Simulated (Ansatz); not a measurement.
The starting structures come from a database of crystals and need not be the phases stable at ambient conditions.

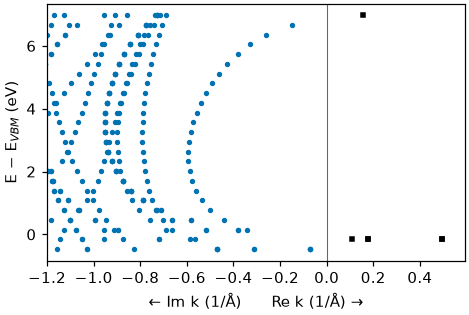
Complex bands at the centre of the two-dimensional zone; PBEsol run with Ansatz (a quantum-chemistry and plane-wave program)

The gap is the functional's own. No spin-orbit coupling. Mid-gap values are interpolated on the energy grid.

**Question.** This is K₂HfF₆ (Fm-3m, not sure to be the ambient phase, 9 atoms a cell, 18.7 Å³ an atom) along the normal of (001). Read off the slowest decay at the centre of the two-dimensional zone at 3.25 eV, the computed energy nearest the middle of the gap.

**Answer.** κ ≈ 0.58 1/Å, a decay length 1/(2κ) of the density of 0.86 Å.
